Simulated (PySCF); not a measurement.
```yaml
atoms:
  - { symbol: F, position_ang: [2.3001, -1.2276, -0.2349] }
  - { symbol: C, position_ang: [1.1616, -0.5567, -0.1153] }
  - { symbol: C, position_ang: [1.1122, 0.7594, -0.0006] }
  - { symbol: O, position_ang: [-0.0780, 1.4543, 0.1247] }
  - { symbol: C, position_ang: [-1.1851, 0.6248, 0.1177] }
  - { symbol: C, position_ang: [-1.0929, -0.6888, 0.0004] }
  - { symbol: F, position_ang: [-2.1510, -1.4893, -0.0071] }
  - { symbol: O, position_ang: [0.0771, -1.4100, -0.1276] }
  - { symbol: H, position_ang: [1.9826, 1.3896, 0.0041] }
  - { symbol: H, position_ang: [-2.1178, 1.1489, 0.2162] }
```

Geometry: GFN2-xTB.

Computed with PySCF, PBE0/pcSseg-1, SCF density, gas phase, non-relativistic.

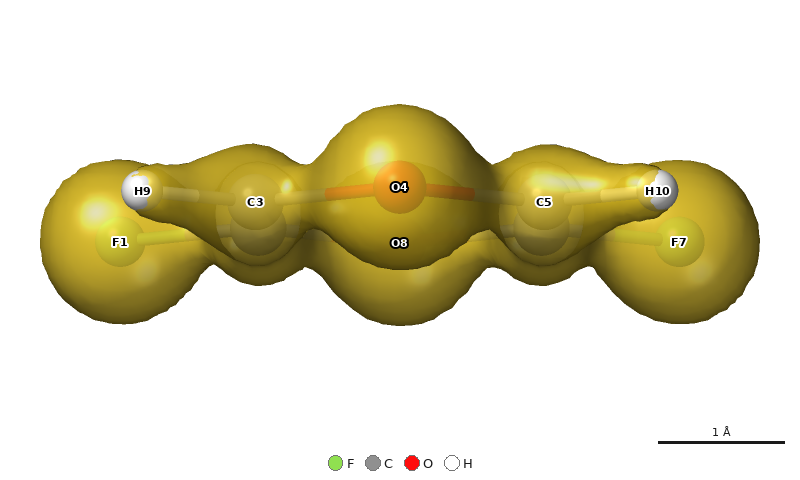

C4H2F2O2 (SMILES FC1=COC=C(F)O1). Isosurface of the electron density at 1.5 e/Å³ (yellow), seen from one side.

Question: Which contacts does the surface bridge?

Answer: At this value the surface is in one piece. It bridges the sampled C–C (1.32 Å), C–F (1.33 Å), C–O (1.38 Å) and C–H (1.07 Å) contacts, where the density stays above the isovalue. On the grid the lowest density along these lines, outside the cores, is 2.4 e/Å³ (C–C, 1.32 Å), 1.9 e/Å³ (C–F, 1.33 Å), 1.9 e/Å³ (C–O, 1.38 Å) and 2 e/Å³ (C–H, 1.07 Å).
